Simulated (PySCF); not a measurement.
Input file:

```
{"job": {"kind": "epr", "basis": "pcH-1"}, "charge": 1, "multiplicity": 2}
C      1.746654    -0.044613     0.121109
N      0.396534    -0.033458    -0.054869
C     -0.750728     0.225097     0.272569
C     -1.966542    -0.144397    -0.610503
O     -3.073750     0.100789    -0.304315
H      2.221951     0.479625    -0.716592
H      2.068021     0.427455     1.063612
H      2.101118    -1.082198     0.106266
H     -1.074087     0.730955     1.190274
H     -1.660286    -0.654600    -1.538414
```

Run with:

```sh
OMP_NUM_THREADS=1 python probes_run.py task.json out
```

Geometry: GFN2-xTB.

The calculation used PySCF 2.14.0, density-fitted response routines, UKS B3LYP, pcH-1 on C H N O, non-relativistic, mean-field spin-orbit, GIAO.

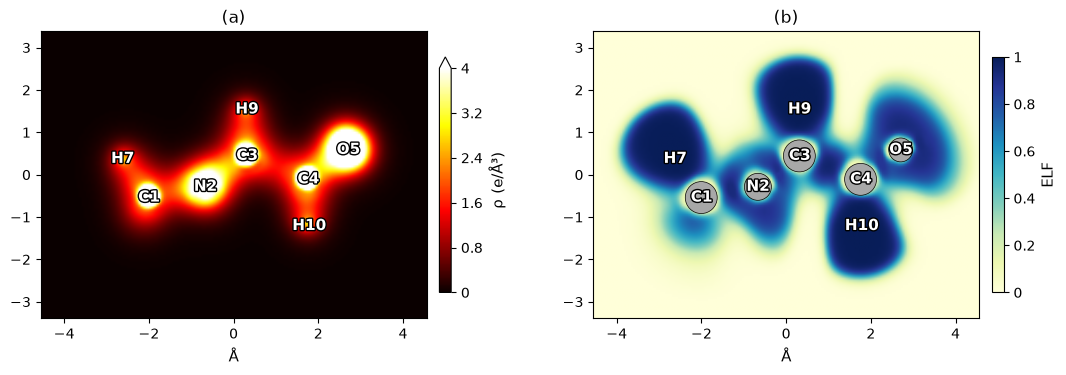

C3H5NO (charge +1, doublet). (a) electron density; (b) ELF on the plane of atoms C4, C3 and H9. Grey discs cover the atomic cores in the ELF map.

What does the map show?

The plane passes through C, N, O and H nuclei.
C–O (1.17 Å): ρ is about 3.5 e/Å³ halfway; the ELF peaks at about 0.85 between the atoms; a multiple bond.
C–N (1.22 Å): ρ at the midpoint is about 3 e/Å³; the ELF peaks at about 0.90 between the atoms (a short, multiple covalent bond).
C–C (1.55 Å): ρ is about 1.5 e/Å³ halfway; the ELF peaks at about 0.95 between the atoms: a covalent bond.
C–H (1.10 Å): ρ at the midpoint is about 2 e/Å³; the ELF climbs to about 1 towards the hydrogen, as it does in any bond to H: a covalent bond by its length.
C–N (1.36 Å): the density is about 2.2 e/Å³ at the midpoint, with its minimum of 1.9 e/Å³ about 0.5 Å from C; the ELF peaks at about 0.90 between the atoms: localised, covalent bonding.
The ELF also peaks beside N2 and O5, away from the bonds: non-bonding electrons, paired or unpaired.
